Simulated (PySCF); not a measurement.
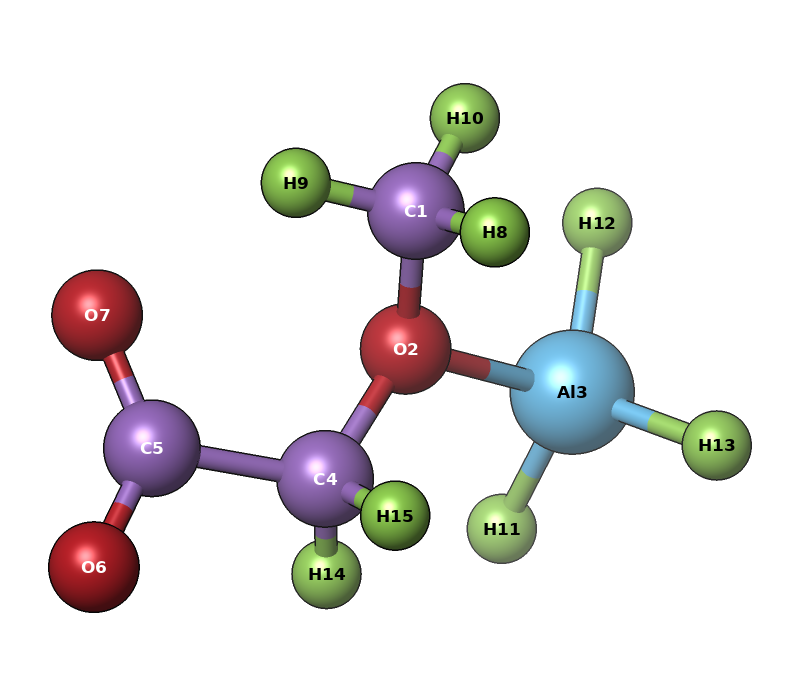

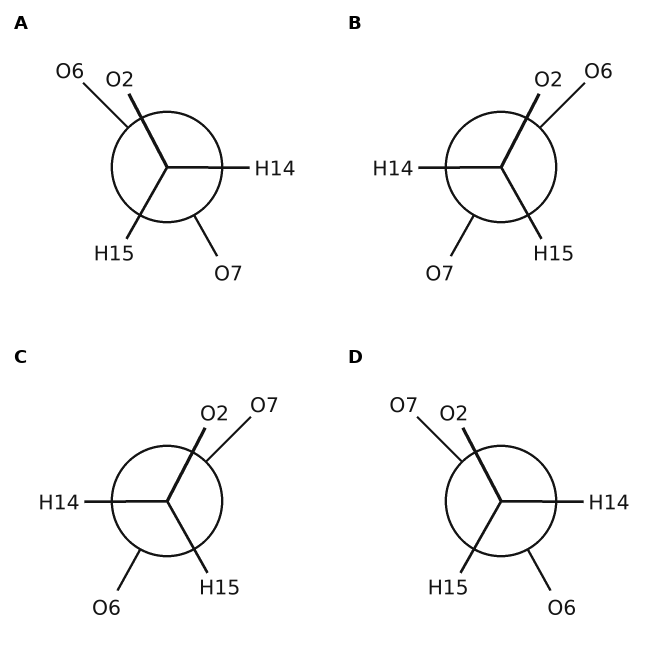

Atoms fade into the background with distance from the viewer. Bonds that would overlap in a projection are set slightly apart. Charge −1, singlet. Computed geometry: PBE0-D3(BJ)/def2-SVP optimisation. No frequency run is at hand to confirm it as a minimum.

Q: Which Newman projection shows the view along C4–C5, with C4 in front?

A: D. The torsion angle O2–C4–C5–O6 is 179°, antiperiplanar (anti).
